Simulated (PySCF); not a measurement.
# PtI₃⁺: quintet, from a T-shaped start

The task is one start of a wider search on PtI₃⁺: the quintet, from a T-shaped start. It is relaxed, tested by its Hessian and followed downhill if it is a saddle.

Method: PBE, basis Pt def2-SVP with ECP60, I def2-SVP with ECP28, scalar-relativistic core potentials, no spin–orbit coupling, density fitting; program: PySCF 2.14.0.

**1. Where the work starts**

4 atoms, charge 1, spin multiplicity 5.

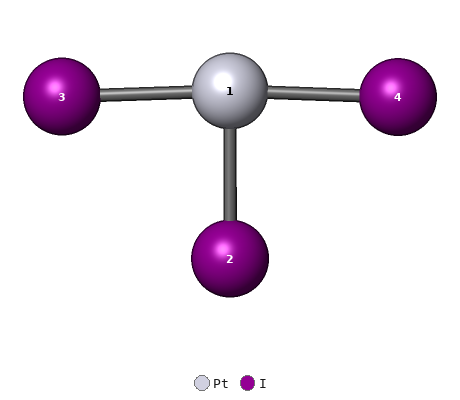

The starting geometry (platinum light grey, iodine purple); atoms are numbered from 1 in the order of the file.

Z-matrix (Å, degrees; charge 1 multiplicity 5):
```
Pt
I  1 2.5088
I  1 2.5088 2 88.00
I  1 2.5088 2 88.00 3 180.00
```

**2. First SCF at the start**

One driver script runs all steps and calls PySCF; scf.py shows how it sets up the SCF of each step. The optimiser is the driver's own. After this first run the driver tries any further starts and a stability analysis.

File scf.py:

```python
from pyscf import gto, scf, dft
mol = gto.M(atom='''
Pt     0.000000     0.000000     0.000000
I      0.000000     0.000000     2.508800
I      2.507300     0.000000     0.087600
I     -2.507300     0.000000     0.087600''',
    basis={'Pt': 'def2-SVP', 'I': 'def2-SVP'},
    ecp={'Pt': 'def2-SVP', 'I': 'def2-SVP'},
    charge=1, spin=4)
mf = dft.UKS(mol, xc='PBE')
mf.grids.atom_grid = (50, 194)
aux = {'Pt': 'def2-universal-JKFIT', 'I': 'def2-universal-JKFIT'}
mf = mf.density_fit(auxbasis=aux)
mf.conv_tol = 1e-08
mf.diis_space = 10
mf.max_cycle = 60
mf.init_guess = 'huckel'
mf.verbose = 4
mf.kernel()
```

Launch:

```console
$ OMP_NUM_THREADS=2 python axn.py task.json out
```

Log:

```text
init E= -1011.57846898372
[... the frontier-level lines of each cycle are left out ...]
cycle= 1 E= -1010.04991952199  delta_E= 1.53  |g|= 1.77  |ddm|= 4.29
cycle= 2 E= -989.678728641364  delta_E= 20.4  |g|= 4.06  |ddm|=   20
cycle= 3 E= -1011.69799830572  delta_E=  -22  |g|=  0.8  |ddm|= 19.6
cycle= 4 E= -1011.15276338353  delta_E= 0.545  |g|= 1.11  |ddm|= 2.62
cycle= 5 E= -1012.02779747002  delta_E= -0.875  |g|= 0.55  |ddm|= 2.27
cycle= 6 E= -1012.17917726272  delta_E= -0.151  |g|= 0.12  |ddm|= 0.779
cycle= 7 E= -1012.18606067266  delta_E= -0.00688  |g|= 0.0703  |ddm|= 0.45
cycle= 8 E= -1012.18995320024  delta_E= -0.00389  |g|= 0.0417  |ddm|= 0.264
cycle= 9 E= -1012.19106454522  delta_E= -0.00111  |g|= 0.0121  |ddm|= 0.0584
cycle= 10 E= -1012.19115898368  delta_E= -9.44e-05  |g|= 0.00186  |ddm|= 0.0166
cycle= 11 E= -1012.19116244471  delta_E= -3.46e-06  |g|= 0.000421  |ddm|= 0.00454
cycle= 12 E= -1012.19116257369  delta_E= -1.29e-07  |g|= 0.000111  |ddm|= 0.000972
cycle= 13 E= -1012.19116258024  delta_E= -6.55e-09  |g|= 1.77e-05  |ddm|= 0.000162
Extra cycle  E= -1012.19116257765  delta_E= 2.59e-09  |g|= 6.66e-05  |ddm|= 0.00013
converged SCF energy = -1012.19116257765  <S^2> = 6.0035278  2S+1 = 5.0014109
```

This step, with its further starts and checks, took 53 s on 2 threads of Arm Neoverse V1, shared host.

The starts that the driver tried:

```
                      start   energy (Eh)
    the minimal-basis guess  -1012.191163
a thermally smeared density  -1012.191163
      a smeared PBE density  -1012.191163
```

The test of internal stability and the other starts found no lower solution of this spin.

**3. Relaxation: T-shaped start, quintet**

The program finds C2v symmetry in the start, which this walk keeps. Threshold on the gradient: 0.0003 Eh/bohr, with a further test on the energy change.

scf.py, as its differences from that of step 2:

```diff
@@ -3,4 +3,4 @@
-Pt     0.000000     0.000000     0.000000
-I      0.000000     0.000000     2.508800
-I      2.507300     0.000000     0.087600
-I     -2.507300     0.000000     0.087600''',
+Pt     0.000000     0.000000    -0.591670
+I      0.000000     0.000000     1.917130
+I      2.507300     0.000000    -0.504070
+I     -2.507300     0.000000    -0.504070''',
@@ -17 +16,0 @@
-mf.init_guess = 'huckel'
```

Steps of the walk:

```
step   energy (Eh)  change (kJ/mol)  largest symmetric gradient (Eh/bohr)
   0  -1012.191163             0.00                               0.05163
   1  -1012.200205           -23.74                               0.02405
   2  -1012.203704           -32.93                               0.00854
   3  -1012.205176           -36.79                               0.00460
   4  -1012.206354           -39.89                               0.00832
   5  -1012.208481           -45.47                               0.01889
   6  -1012.211074           -52.28                               0.02226
   7  -1012.215365           -63.54                               0.02062
   8  -1012.222973           -83.52                               0.00961
   9  -1012.223405           -84.65                               0.01940
  10  -1012.225487           -90.12                               0.00695
  11  -1012.226687           -93.27                               0.00053
  12  -1012.226698           -93.30                               0.00006
```

The walk took 1.9 min.

Positions (Å) and forces (eV/Å) along the way:

```
step 0
Pt   0.000   0.000  -0.592   0.001   0.000  -2.048
I    0.000   0.000   1.917   0.000   0.000   2.655
I    2.507   0.000  -0.504   0.949   0.000  -0.303
I   -2.507   0.000  -0.504  -0.950   0.000  -0.303
step 1
Pt   0.000   0.000  -0.625   0.000   0.000  -0.712
I    0.000   0.000   1.995   0.000   0.000   1.236
I    2.539   0.000  -0.526   0.346   0.000  -0.262
I   -2.539   0.000  -0.526  -0.346   0.000  -0.262
step 6
Pt   0.000   0.000  -0.391   0.000   0.000   1.145
I    0.000   0.000   2.497   0.000   0.000  -0.901
I    2.510   0.000  -0.894  -0.349   0.000  -0.121
I   -2.510   0.000  -0.894   0.349   0.000  -0.121
step 12
Pt   0.000   0.000   0.081   0.000   0.000   0.001
I    0.000   0.000   2.639   0.000   0.000   0.000
I    2.211   0.000  -1.201  -0.003   0.000  -0.001
I   -2.211   0.000  -1.201   0.003   0.000   0.000
```

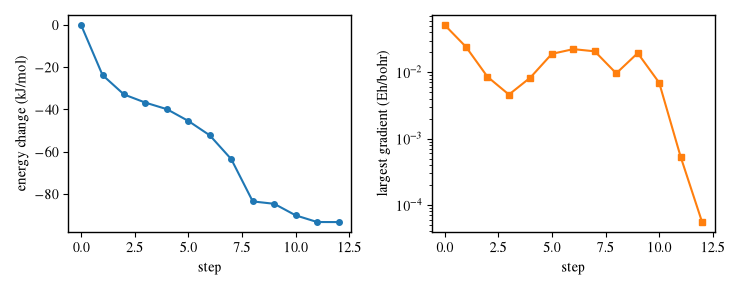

Energy and largest gradient along the walk.

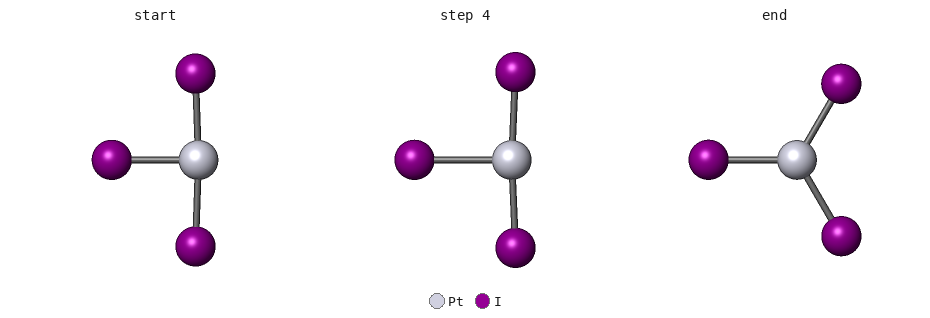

Start and end of the relaxation, with a step between.

It settles in D3h symmetry, 93.3 kJ/mol below the start, after 12 steps: Pt–I 2.556 Å (×3); I–Pt–I 119.8°, I–Pt–I 120.1° (×2).

**4. Vibrations and properties at this point**

The point is checked on the finer grid, and tightened if its gradient asks for it. The Hessian and the dipole derivatives come from central differences of analytic gradients, with steps of 0.02 bohr.

scf.py, as its differences from that of step 3:

```diff
@@ -3,4 +3,4 @@
-Pt     0.000000     0.000000    -0.591670
-I      0.000000     0.000000     1.917130
-I      2.507300     0.000000    -0.504070
-I     -2.507300     0.000000    -0.504070''',
+Pt    -0.000000     0.000000     0.000000
+I      0.000000     0.000000     2.557316
+I      2.214701     0.000000    -1.278658
+I     -2.214701     0.000000    -1.278658''',
@@ -11 +11 @@
-mf.grids.atom_grid = (50, 194)
+mf.grids.atom_grid = (75, 302)
@@ -14 +14 @@
-mf.conv_tol = 1e-08
+mf.conv_tol = 1e-10
```

This SCF starts from the last density.

SCF at the final geometry:

```text
init E= -1012.22635106381
[... the frontier-level lines of each cycle are left out ...]
cycle= 1 E= -1012.22635105166  delta_E= 1.22e-08  |g|= 0.000146  |ddm|= 0.000186
cycle= 2 E= -1012.22635052981  delta_E= 5.22e-07  |g|= 0.000956  |ddm|= 0.00121
cycle= 3 E= -1012.22635106406  delta_E= -5.34e-07  |g|= 6.53e-06  |ddm|= 0.00105
cycle= 4 E= -1012.2263510641  delta_E= -4.46e-11  |g|= 2.64e-07  |ddm|= 1.33e-05
Extra cycle  E= -1012.2263510641  delta_E= -2.27e-13  |g|= 1.32e-06  |ddm|= 3.19e-06
converged SCF energy = -1012.2263510641  <S^2> = 6.0041466  2S+1 = 5.0016584
```

The whole step took 87 s.

Geometry: D3h; Pt–I 2.557 Å (×3); I–Pt–I 120.0° (×3).

Harmonic modes (main isotopes):

```json
{"symmetry": "e'", "ω (cm⁻¹)": "43", "IR (km/mol)": "0.9", "μ (u)": "135.33"}
{"symmetry": "a2''", "ω (cm⁻¹)": "52", "IR (km/mol)": "0.6", "μ (u)": "165.00"}
{"symmetry": "a1'", "ω (cm⁻¹)": "162", "IR (km/mol)": "0.0", "μ (u)": "126.90"}
{"symmetry": "e'", "ω (cm⁻¹)": "198", "IR (km/mol)": "2.5", "μ (u)": "152.64"}
```

Every mode is real; the point is a minimum.

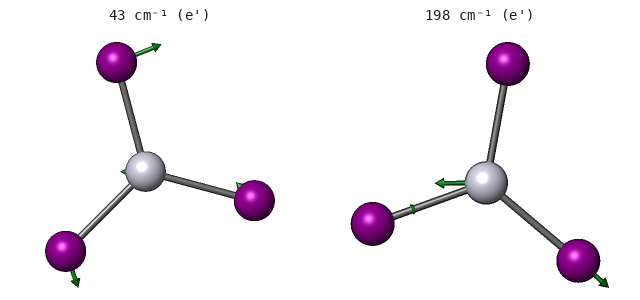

Displacements of 2 of the modes, as arrows (one member where a mode is degenerate).

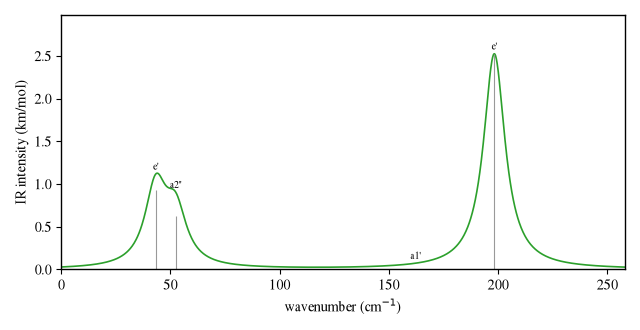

The harmonic infrared spectrum (widths in cm⁻¹). Lines are broadened to a width of 12 cm⁻¹ (Lorentzian).

Constants and moments:

```yaml
Dipole_moment_about_the_centre_of_mass: 0.00 D
Highest_occupied_level: -10.74 eV
Lowest_empty_level: -10.73 eV
Rotational_constants: 0.01354, 0.01354, 0.006771 cm⁻¹
Zero-point_energy: 4.2 kJ/mol
Principal_polarisabilities: 63.5, 196.5, 196.5 bohr³
Principal_traceless_quadrupole_moments_about_the_centre_of_mass: -18.92, 9.46, 9.46 D Å
Entropy_at_298.15_K_and_1_bar_electronic_part_spin_only: 417.9 J/(mol K)
Heat_capacity_Cp_at_298.15_K: 81.4 J/(mol K)
Enthalpy_at_298.15_K_above_0_K: 21.14 kJ/mol
Rotational_symmetry_number: 6
Spin_squared_⟨S²⟩: 6.004
```

Charges (e) and bond orders:

| atom | Mulliken | Löwdin | polar tensor | spin (Mulliken) | Mayer order to Pt1 |
| --- | --- | --- | --- | --- | --- |
| Pt1 | 0.15 | -0.76 | 0.39 | 1.09 | – |
| I2,3,4 | 0.28 | 0.59 | 0.20 | 0.97 | 1.10 |

Outer orbital energies (eV). α occupied: -12.62, -12.50, -12.33, -11.86, -11.63, -11.63, -10.74, -10.74; empty: -6.40, -4.60, -2.99, -2.99. β occupied: -14.30, -13.05, -13.05, -12.12, -12.12, -11.91, -11.72, -11.30; empty: -10.73, -10.73, -10.01, -10.01.

Mulliken populations on Pt1 (outside its core potential): s 2.85, p 6.26, d 8.73, f 0.01.

**5. Outcome**

```
                                          quantity                                    value
                                           minimum                             quintet, D3h
                                          geometry    Pt–I 2.557 Å (×3); I–Pt–I 120.0° (×3)
                                wavenumbers (cm⁻¹)  43 (e'), 52 (a2''), 162 (a1'), 198 (e')
                    dipole moment (centre of mass)                                   0.00 D
highest occupied, lowest empty level (either spin)                        -10.74, -10.73 eV
                        polar-tensor charge of Pt1                                  +0.39 e
                                 zero-point energy                               4.2 kJ/mol
                               entropy at 298.15 K                          417.9 J/(mol K)
                                              ⟨S²⟩                                    6.004
```

In words: The T-shaped start (C2v) ends in a minimum of D3h symmetry. In the infrared the band at 198 cm⁻¹ (e', stretch) leads. Other starts or spin states, not run here, may lie lower. One determinant may miss the lowest occupation of an open d or f shell. With an element this heavy the missing spin–orbit coupling can shift these numbers.

The search up to here took 4.2 min.
